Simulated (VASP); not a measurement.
**A VASP study of BP (r2SCAN): structure first, properties next**

Wanted: the relaxed cell of BP and its properties. The steps: full relaxation (r2SCAN), density, ELF and potential (r2SCAN), bands along the symmetry lines (r2SCAN), total and projected DOS (r2SCAN), zone-centre phonons (r2SCAN), volume scan with r2SCAN and fit for r2SCAN. The start is a cell from a database of measured crystal structures.

Program: VASP 6.6.1. Level of theory: r2SCAN; plane waves and PAW (B, P). Results are calculated unless marked as measured.

## Step 1: The starting structure

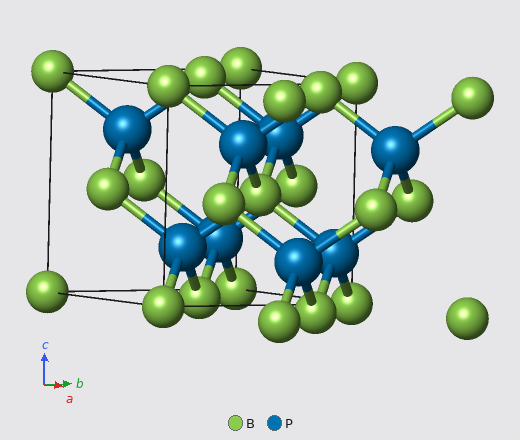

Start, viewed slightly off an axis; boron green, phosphorus blue. 2×1×1 cells are drawn. This picture shows the conventional cell, with its axes. Bonds to atoms that aren't drawn are left out. Some periodic images of atoms are drawn too.

Coordinates:

```xyz
2
Lattice="0.0000 2.2690 2.2690 2.2690 0.0000 2.2690 2.2690 2.2690 0.0000" Properties=species:S:1:pos:R:3 pbc="T T T"
B     0.0000    0.0000    0.0000
P     1.1345    1.1345    1.1345
```

## Step 2: Full relaxation (r2SCAN)

Properties are meant for the cell that this level of theory prefers, so cell and atoms are relaxed first (ISIF = 3) until forces and stress are small; EDIFFG sets the threshold. r2SCAN adds the kinetic-energy density, costs more than a GGA and is run with LASPH.

Input file INCAR:

```
SYSTEM = BP
PREC = Accurate
ENCUT = 420
EDIFF = 1E-06
NELM = 100
ISMEAR = 0
SIGMA = 0.05
LREAL = .FALSE.
ALGO = Normal
METAGGA = R2SCAN
LASPH = .TRUE.
NBANDS = 10
LORBIT = 11
LWAVE = .FALSE.
LCHARG = .FALSE.
KPAR = 2
IBRION = 2
NSW = 60
ISIF = 3
EDIFFG = -0.01
```

Input file POSCAR:

```
BP
1.0
    0.0000000000      2.2690000000      2.2690000000
    2.2690000000      0.0000000000      2.2690000000
    2.2690000000      2.2690000000      0.0000000000
B P
1 1
Direct
    0.0000000000      0.0000000000      0.0000000000
    0.2500000000      0.2500000000      0.2500000000
```

Input file KPOINTS:

```
Automatic mesh
0
Gamma
7 7 7
0 0 0
```

The projector-augmented-wave data sets are B and P (PBE family, release 64).

On the command line:

```bash
mpirun -np 2 vasp_std
```

What it wrote:

```text
[banner, memory and clock lines left out]
running    2 mpi-ranks, on    1 nodes
 distrk:  each k-point on    1 cores,    2 groups
 distr:  one band on    1 cores,    1 groups

 POSCAR found type information on POSCAR B P
 POSCAR found :  2 types and       2 ions
|                                                                             |
|               ----> ADVICE to this user running VASP <----                  |
|                                                                             |
|     You enforced a specific xc type in the INCAR file but a different       |
|     [... a line on the potential file left out ...]
|     I HOPE YOU KNOW WHAT YOU ARE DOING!                                     |
|                                                                             |

 LDA part: xc-table for (None), standard interpolation
 POSCAR, INCAR and KPOINTS ok, starting setup
 FFT: planning ... GRIDC
 FFT: planning ... GRID_SOFT
 FFT: planning ... GRID
 WAVECAR not read
 entering main loop
       N       E                     dE             d eps       ncg     rms          rms(c)
DAV:   1     0.213499661276E+00    0.21350E+00   -0.35848E+03   400   0.619E+02
DAV:   2    -0.186763771687E+02   -0.18890E+02   -0.18117E+02   588   0.102E+02
DAV:   3    -0.191669976230E+02   -0.49062E+00   -0.48991E+00   502   0.147E+01
DAV:   4    -0.191689303708E+02   -0.19327E-02   -0.19323E-02   510   0.104E+00
DAV:   5    -0.191689378533E+02   -0.74825E-05   -0.74822E-05   464   0.569E-02    0.792E+00
DAV:   6    -0.173544307415E+02    0.18145E+01   -0.10798E+00   496   0.577E+00    0.479E+00
DAV:   7    -0.173069494338E+02    0.47481E-01   -0.21979E-01   500   0.265E+00    0.142E+00
DAV:   8    -0.173039142764E+02    0.30352E-02   -0.18022E-02   508   0.101E+00    0.174E-01
DAV:   9    -0.173042165478E+02   -0.30227E-03   -0.61814E-04   470   0.199E-01    0.712E-02
DAV:  10    -0.173042886244E+02   -0.72077E-04   -0.76275E-05   478   0.729E-02    0.220E-02
DAV:  11    -0.173042890989E+02   -0.47454E-06   -0.40485E-06   522   0.148E-02
   1 F= -.17304289E+02 E0= -.17304289E+02  d E =-.173043E+02
 curvature:   0.00 expect dE= 0.000E+00 dE for cont linesearch  0.000E+00
 trial: gam= 0.00000 g(F)=  0.258E-46 g(S)=  0.480E-03 ort = 0.000E+00 (trialstep = 0.100E+01)
 search vector abs. value=  0.480E-03
 bond charge predicted
       N       E                     dE             d eps       ncg     rms          rms(c)
DAV:   1    -0.173044704433E+02   -0.18182E-03   -0.88739E-03   464   0.613E-01    0.135E-01
DAV:   2    -0.173043911520E+02    0.79291E-04   -0.40214E-04   456   0.125E-01    0.778E-02
DAV:   3    -0.173043511491E+02    0.40003E-04   -0.12389E-04   448   0.608E-02    0.287E-02
DAV:   4    -0.173043509908E+02    0.15834E-06   -0.26754E-06   464   0.112E-02
   2 F= -.17304351E+02 E0= -.17304351E+02  d E =-.618919E-04
 trial-energy change:   -0.000062  1 .order   -0.000063   -0.000480    0.000353
 step:   0.5762(harm=  0.5762)  dis= 0.00000  next Energy=   -17.304427 (dE=-0.138E-03)
 bond charge predicted
       N       E                     dE             d eps       ncg     rms          rms(c)
DAV:   1    -0.173044545968E+02   -0.10345E-03   -0.16344E-03   456   0.263E-01    0.657E-02
DAV:   2    -0.173044404204E+02    0.14176E-04   -0.72329E-05   450   0.531E-02    0.379E-02
DAV:   3    -0.173044323866E+02    0.80338E-05   -0.22611E-05   444   0.258E-02    0.105E-02
DAV:   4    -0.173044316440E+02    0.74258E-06   -0.52209E-07   242   0.483E-03
   3 F= -.17304432E+02 E0= -.17304432E+02  d E =-.142545E-03
 curvature:  -0.29 expect dE=-0.134E-06 dE for cont linesearch -0.134E-06
 trial: gam= 0.00000 g(F)=  0.704E-47 g(S)=  0.465E-06 ort =-0.149E-04 (trialstep = 0.915E+00)
 search vector abs. value=  0.465E-06
 reached required accuracy - stopping structural energy minimisation
```

Elapsed: 12 s, on 2 MPI ranks of Intel Xeon Platinum 8375C at 2.90GHz (Ice Lake), shared host; peak memory 0.24 GiB.

Lines that name or quote the potential files are left out of all logs, and their timing lines are given in words.

Parts of OUTCAR (step 2):

```text
ion  position               nearest neighbor table
   1  0.000  0.000  0.000-   2 1.97   2 1.97   2 1.97   2 1.97
   2  0.250  0.250  0.250-   1 1.97   1 1.97   1 1.97   1 1.97

  LATTYP: Found a face centered cubic cell.
 ALAT       =     4.5380000000

 Subroutine GETGRP returns: Found 24 space group operations
 (whereof 24 operations were pure point group operations)

The static configuration has the point symmetry T_d .

 Found     20 irreducible k-points:

   k-points           NKPTS =     20   k-points in BZ     NKDIM =     20   number of bands    NBANDS=     10

   dimension x,y,z NGX =    24 NGY =   24 NGZ =   24
   dimension x,y,z NGXF=    48 NGYF=   48 NGZF=   48

   ENCUT  =  420.0 eV  30.87 Ry    5.56 a.u.   5.36  5.36  5.36*2*pi/ulx,y,z

   NELECT =       8.0000    total number of electrons

 k-points in reciprocal lattice and weights: Automatic mesh
   0.00000000  0.00000000  0.00000000       0.003
   0.14285714  0.00000000  0.00000000       0.023
   0.28571429  0.00000000  0.00000000       0.023
   0.42857143  0.00000000  0.00000000       0.023
   0.14285714  0.14285714  0.00000000       0.017
   0.28571429  0.14285714  0.00000000       0.070
   0.42857143  0.14285714  0.00000000       0.070
  -0.42857143  0.14285714  0.00000000       0.070
  -0.28571429  0.14285714  0.00000000       0.070
[...]
-0.42857143  0.42857143  0.14285714       0.070
  -0.28571429  0.42857143  0.14285714       0.070

 average (electrostatic) potential at core
       1 -26.0244       2 -84.2743

 E-fermi :   7.7091

 k-point     1 :       0.0000    0.0000    0.0000
  band No.  band energies     occupation
      1      -8.8599      2.00000
      2       7.4316      2.00000
      3       7.4316      2.00000
      4       7.4316      2.00000
      5      11.0758      0.00000
      6      11.0758      0.00000
      7      11.0758      0.00000
      8      15.4972      0.00000
      9      19.8612      0.00000
    ...

 k-point     2 :       0.1429    0.0000    0.0000
  band No.  band energies     occupation
      1      -8.4736      2.00000
      2       5.0386      2.00000
      3       6.8705      2.00000
      4       6.8705      2.00000
      5      11.7466      0.00000
      6      11.8527      0.00000
      7      11.8527      0.00000
      8      16.5329      0.00000
      9      19.0466      0.00000
    ...

 k-point     3 :       0.2857    0.0000    0.0000
  band No.  band energies     occupation
      1      -7.3514      2.00000
      2       1.4435      2.00000
      3       6.0681      2.00000
      4       6.0681      2.00000
      5      11.7664      0.00000
      6      12.6113      0.00000
      7      12.6113      0.00000
      8      18.1540      0.00000
      9      19.2748      0.00000
    ...

  Total        0.0025340      0.0025340      0.0025340      0.0000000      0.0000000     -0.0000000
  in kB        0.1743671      0.1743671      0.1743671      0.0000000      0.0000000     -0.0000000
  external PRESSURE =       0.1743671 kB  Pullay stress =       0.0000000 kB

  energy-cutoff  :      420.00
  volume of cell :       23.28
      direct lattice vectors                 reciprocal lattice vectors
     0.000000000  2.266432160  2.266432160    -0.220611059  0.220611059  0.220611059
     2.266432160  0.000000000  2.266432160     0.220611059 -0.220611059  0.220611059
     2.266432160  2.266432160  0.000000000     0.220611059  0.220611059 -0.220611059

 POSITION                                       TOTAL-FORCE (eV/Angst)
 -----------------------------------------------------------------------------------
      0.00000      0.00000      0.00000        -0.000000     -0.000000     -0.000000
      1.13322      1.13322      1.13322         0.000000      0.000000      0.000000
 -----------------------------------------------------------------------------------
    total drift:                                0.000000      0.000000      0.000000

  FREE ENERGIE OF THE ION-ELECTRON SYSTEM (eV)
  ---------------------------------------------------
  free  energy   TOTEN  =       -17.3044316440 eV

  energy  without entropy=      -17.3044316440  energy(sigma->0) =      -17.30443164

 reached required accuracy - stopping structural energy minimisation

 total charge
# of ion       s       p       d       tot
------------------------------------------
    1        0.679   1.274   0.000   1.953
    2        0.985   1.590   0.000   2.575
--------------------------------------------------
tot          1.664   2.865   0.000   4.529

[... 3 further parts left out ...]
```

CONTCAR:

```
BP
   1.00000000000000
     0.0000000000000000    2.2664321597400483    2.2664321597400483
     2.2664321597400483    0.0000000000000000    2.2664321597400483
     2.2664321597400483    2.2664321597400483    0.0000000000000000
  B               P
     1     1
Direct
     0.0000000000000000    0.0000000000000000    0.0000000000000000
     0.2500000000000000    0.2500000000000000    0.2500000000000000
```

The gap is read on the k-mesh alone, so it is an upper bound where the band edges lie off the mesh. The PAW data sets were made with PBE, which is usual practice but a small mismatch for other functionals. The run keeps the 24 symmetry operations of its start, so it cannot find a distortion of lower symmetry.

Relaxation path:

```
step  energy less that of the first step (eV)  largest force (eV/Å)  pressure (GPa)  volume (Å³)
   1                                   0.0000                0.0000           -0.56        23.36
   2                                  -0.0001                0.0000            0.41        23.23
   3                                  -0.0001                0.0000            0.02        23.28
```

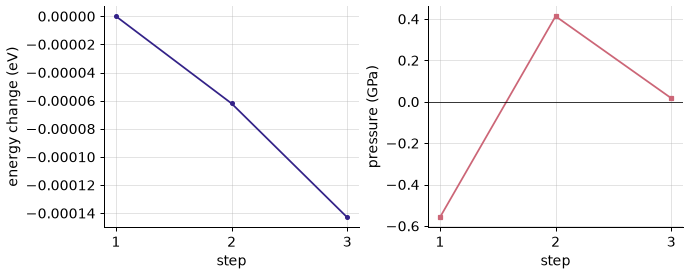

Energy and pressure along the relaxation.

```
conventional cell, symmetrised  before  after  change
                         a (Å)   4.538  4.533  -0.1 %
                         b (Å)   4.538  4.533  -0.1 %
                         c (Å)   4.538  4.533  -0.1 %
              volume (Å³/atom)   11.68  11.64  -0.3 %
```

The relaxed structure:

```xyz
2
Lattice="0.0000 2.2664 2.2664 2.2664 0.0000 2.2664 2.2664 2.2664 0.0000" Properties=species:S:1:pos:R:3 pbc="T T T"
B     0.0000    0.0000    0.0000
P     1.1332    1.1332    1.1332
```

Numbers from this step:

```
electrons                       : 8
bands                           : 10
irreducible k-points            : 20
symmetry operations             : 24
free energy (TOTEN)             : -17.30 eV
Fermi energy                    : 7.709 eV
pressure                        : 0.01744 GPa
metallic                        : no
valence top at k                : 0, 0, 0
conduction bottom at k          : 0.4286, 0.4286, 0
least direct gap at k           : 0, 0, 0
SCF cycles over all ionic steps : 19
gap on the k-mesh               : 1.441 eV
least direct gap on the k-mesh  : 3.644 eV
```

It ends with forces that vanish by symmetry and a pressure of 0.02 GPa. The volume lies -0.3 % from that of the database's start, which holds the thermal and zero-point expansion of its experiment.

## Step 3: Density, ELF and potential (r2SCAN)

The relaxed cell gets a fresh self-consistent run, on a basis set for its own volume, to fix the density and to check the remaining stress.

Edit INCAR of step 2 so:

```diff
@@ -14,7 +14,5 @@
 LWAVE = .FALSE.
-LCHARG = .FALSE.
-KPAR = 2
-IBRION = 2
-NSW = 60
-ISIF = 3
-EDIFFG = -0.01
+LCHARG = .TRUE.
+ISIF = 2
+LELF = .TRUE.
+LVHAR = .TRUE.
```

Input file POSCAR:

```
BP
1.0
    0.0000000000      2.2664321597      2.2664321597
    2.2664321597      0.0000000000      2.2664321597
    2.2664321597      2.2664321597      0.0000000000
B P
1 1
Direct
    0.0000000000      0.0000000000      0.0000000000
    0.2500000000      0.2500000000      0.2500000000
```

KPOINTS is that of step 2.

On the command line:

```bash
mpirun -np 2 vasp_std
```

What it wrote:

```text
[banner, memory and clock lines left out]
running    2 mpi-ranks, on    1 nodes
 distrk:  each k-point on    2 cores,    1 groups
 distr:  one band on    1 cores,    2 groups

 POSCAR found type information on POSCAR B P
 POSCAR found :  2 types and       2 ions
 [... a notice as in an earlier step ...]

 LDA part: xc-table for (None), standard interpolation
 POSCAR, INCAR and KPOINTS ok, starting setup
 FFT: planning ... GRIDC
 FFT: planning ... GRID_SOFT
 FFT: planning ... GRID
 WAVECAR not read
 entering main loop
       N       E                     dE             d eps       ncg     rms          rms(c)
DAV:   1     0.267187912775E+01    0.26719E+01   -0.37043E+03   400   0.636E+02
DAV:   2    -0.186387947302E+02   -0.21311E+02   -0.20549E+02   612   0.107E+02
DAV:   3    -0.191720905294E+02   -0.53330E+00   -0.53249E+00   486   0.151E+01
DAV:   4    -0.191740476003E+02   -0.19571E-02   -0.19566E-02   508   0.104E+00
DAV:   5    -0.191740553999E+02   -0.77996E-05   -0.77995E-05   454   0.599E-02    0.796E+00
DAV:   6    -0.173554125521E+02    0.18186E+01   -0.10877E+00   496   0.580E+00    0.481E+00
DAV:   7    -0.173071265417E+02    0.48286E-01   -0.22256E-01   494   0.267E+00    0.142E+00
DAV:   8    -0.173040547068E+02    0.30718E-02   -0.18060E-02   508   0.101E+00    0.175E-01
DAV:   9    -0.173043562366E+02   -0.30153E-03   -0.62493E-04   472   0.200E-01    0.717E-02
DAV:  10    -0.173044283899E+02   -0.72153E-04   -0.76408E-05   478   0.730E-02    0.221E-02
DAV:  11    -0.173044288360E+02   -0.44614E-06   -0.40869E-06   526   0.148E-02
   1 F= -.17304429E+02 E0= -.17304429E+02  d E =-.101615E-16
```

Run time: 5.6 s. Hardware: 2 MPI ranks; peak memory 0.22 GiB.

Parts of OUTCAR (step 3):

```text
  LATTYP: Found a face centered cubic cell.
 ALAT       =     4.5328643194

The static configuration has the point symmetry T_d .

 Found     20 irreducible k-points:

   NELECT =       8.0000    total number of electrons

 E-fermi :   7.7093

 k-point     1 :       0.0000    0.0000    0.0000
  band No.  band energies     occupation
      1      -8.8598      2.00000
      2       7.4317      2.00000
      3       7.4317      2.00000
      4       7.4317      2.00000
      5      11.0757      0.00000
      6      11.0757      0.00000
      7      11.0757      0.00000
      8      15.4971      0.00000
      9      19.8611      0.00000
    ...

 k-point     2 :       0.1429    0.0000    0.0000
  band No.  band energies     occupation
      1      -8.4735      2.00000
      2       5.0387      2.00000
      3       6.8706      2.00000
      4       6.8706      2.00000
      5      11.7466      0.00000
      6      11.8527      0.00000
      7      11.8527      0.00000
      8      16.5328      0.00000
      9      19.0468      0.00000
    ...

  Total        0.0023209      0.0023209      0.0023209     -0.0000000      0.0000000      0.0000000
  in kB        0.1597021      0.1597021      0.1597021     -0.0000000      0.0000000      0.0000000
  external PRESSURE =       0.1597021 kB  Pullay stress =       0.0000000 kB

  FREE ENERGIE OF THE ION-ELECTRON SYSTEM (eV)
  ---------------------------------------------------
  free  energy   TOTEN  =       -17.3044288360 eV

  energy  without entropy=      -17.3044288360  energy(sigma->0) =      -17.30442884

 total charge
# of ion       s       p       d       tot
------------------------------------------
    1        0.679   1.274   0.000   1.953
    2        0.985   1.590   0.000   2.576
--------------------------------------------------
tot          1.664   2.865   0.000   4.529

[... 7 parts as in an earlier step ...]

[... 6 further parts left out ...]
```

Numbers from this step:

```yaml
scf_cycles: 11
pressure: 0.01597 GPa
```

Valence electrons inside each PAW sphere by angular momentum. Sphere charges, by row:

```
atom  s (e)  p (e)  d (e)  tot (e)
  B1  0.679  1.274      0    1.953
  P2  0.985   1.59      0    2.576
```

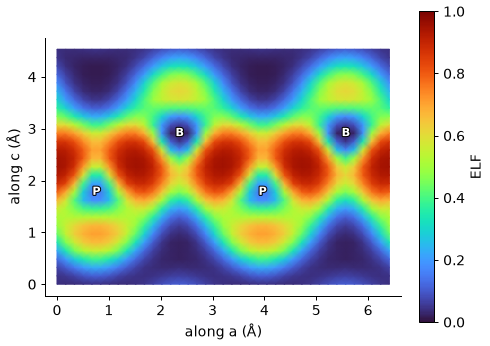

ELF in the ac plane of a cell with a along [110], b along [-110] and c along [001] of the cube at fractional y = 0.000, with atoms of B and P within 0.2 Å of it. It is the smooth field of the valence electrons, not physical close to the nuclei. The map starts off the cell's origin, so that atoms lie inside it.

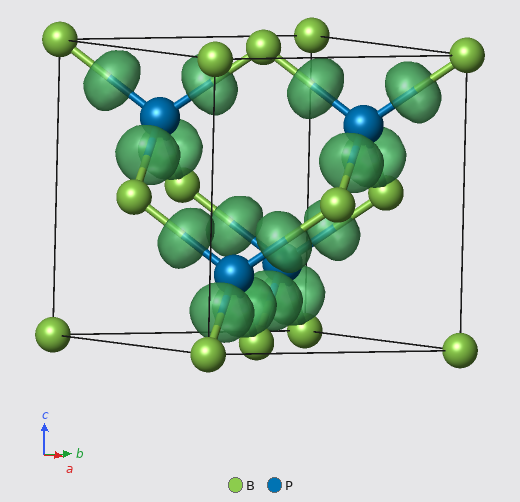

Surface of ELF = 0.85. Bonds to atoms that aren't drawn are left out.

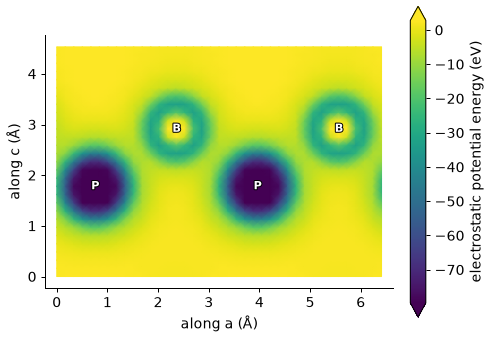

Electrostatic potential energy in the ac plane of a cell with a along [110], b along [-110] and c along [001] of the cube at fractional y = 0.000, with atoms of B and P within 0.2 Å of it. With pseudopotentials it is smooth inside the atoms' cores, unlike the true potential. The map starts off the cell's origin, so that atoms lie inside it.

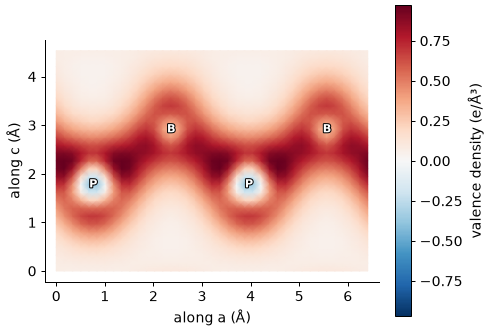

Valence density in the ac plane of a cell with a along [110], b along [-110] and c along [001] of the cube at fractional y = 0.000, with atoms of B and P within 0.2 Å of it. It is the smooth field of the valence electrons, not physical close to the nuclei. The map starts off the cell's origin, so that atoms lie inside it.

In this run the pressure is 0.02 GPa, small enough to go on.

[end of part 1 of 4]

[Lines on the potential files, build, host, timing and source positions are cut from VASP's logs without a mark.]

[Logs are printed without paths, hosts, clocks, repeated set-up lines and the standing remarks that a program may print on its own settings, such as how far it seeks lower states.]

[Hosts, paths, dates, database ids (printed as entryN), source tags and the programs' standing remarks are cut or masked in the printed files.]

[Measured values are set beside computed ones only where the two were judged alike; some that the calculation misses by far are left out.]
